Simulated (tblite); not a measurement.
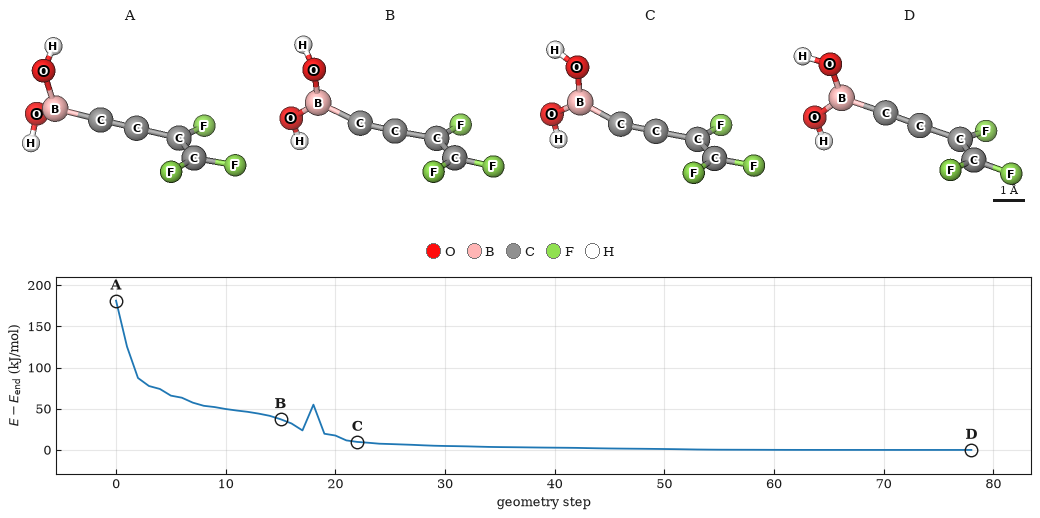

Frames of a relaxation of C4H2BF3O2, marked on the history of the run. Style: ball-and-stick. Shown from a free direction.

The calculation used GFN2-xTB geometry optimisation, gas phase (tblite 0.8.0). 

Describe the path.

The largest move after the best rigid fit is that of an H atom, 1.07 Å. By element the largest moves are H 1.07 Å, B 0.44 Å, O 0.42 Å, F 0.34 Å, C 0.31 Å. Near-neighbour distances that change, for instance: B–O 1.496 → 1.356 Å, B–O 1.474 → 1.341 Å, C–F 1.376 → 1.323 Å, H–O 1.000 → 0.955 Å. Among the angles between lasting bonds that change: C–C–F 117.0° → 125.8°, F–C–F 119.6° → 111.1°, B–O–H 109.5° → 117.5°. After 78 geometry steps the energy has fallen by 181.3 kJ/mol. Cost: 0.75 s on 1 thread of Arm Neoverse N1, with other jobs on the host. From step 0 to 15: an O atom moves most (0.39 Å), energy −143.9 kJ/mol. From step 15 to 22: an H atom moves most (0.31 Å), energy −27.6 kJ/mol. From step 22 to 78: an H atom moves most (0.45 Å), energy −9.74 kJ/mol.

```tsv
step	E − E(0), kJ/mol
0	0.00
1	-55.84
2	-93.89
3	-103.63
4	-107.24
5	-115.32
6	-117.83
7	-123.84
8	-127.66
9	-129.22
10	-131.58
14	-139.79
17	-157.56
21	-169.66
24	-173.68
28	-175.63
31	-176.65
35	-177.79
39	-178.38
42	-178.76
46	-179.61
49	-179.98
53	-180.74
57	-181.03
60	-181.14
64	-181.22
67	-181.23
71	-181.25
74	-181.25
78	-181.26
```
